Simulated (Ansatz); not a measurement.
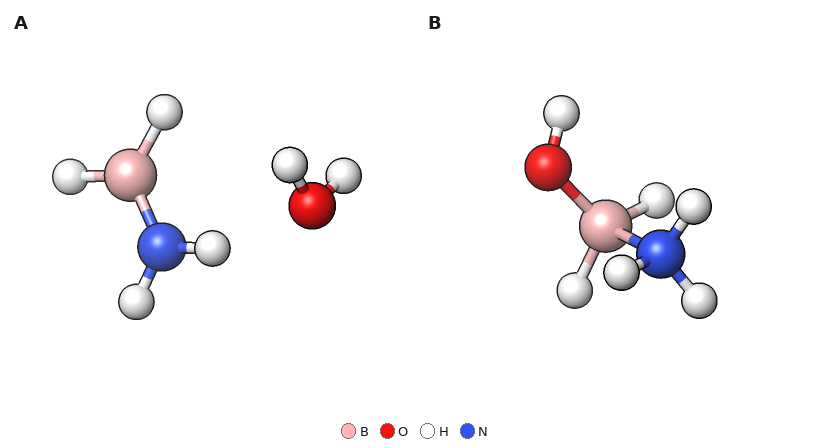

2 stationary structures of one formula. Geometries: PBE0-D4/def2-TZVP. Electronic energies: B97M-V/def2-TZVPP (Ansatz 0.2.0), without zero-point energy. Each is one conformer, not always the lowest.

### Rank them by energy, lowest first.

B is lowest (a minimum); A lies 0.344 eV above it (a minimum).

Give E(B) − E(A) in eV at these levels too: BHLYP-D4/def2-TZVPP; CAM-B3LYP-D4/def2-TZVPP; RHF-CCSD(T) (frozen core)/def2-TZVPP; BLYP-D4/def2-TZVPP; direct RPA on PBE orbitals (frozen core)/def2-TZVPP; PBE-D4/def2-TZVPP; PBE0-D4/def2-TZVP; CCSD(T)/CBS (MP2 limit from def2-TZVPP and def2-QZVPP plus CCSD(T) − MP2).

```
                                                                    level  E(B) − E(A) (eV)
                                                      BHLYP-D4/def2-TZVPP            −0.288
                                                  CAM-B3LYP-D4/def2-TZVPP            −0.299
                                     RHF-CCSD(T) (frozen core)/def2-TZVPP            −0.329
                                                       BLYP-D4/def2-TZVPP            −0.204
                      direct RPA on PBE orbitals (frozen core)/def2-TZVPP            −0.293
                                                        PBE-D4/def2-TZVPP            −0.341
                                                        PBE0-D4/def2-TZVP            −0.403
CCSD(T)/CBS (MP2 limit from def2-TZVPP and def2-QZVPP plus CCSD(T) − MP2)            −0.313
```
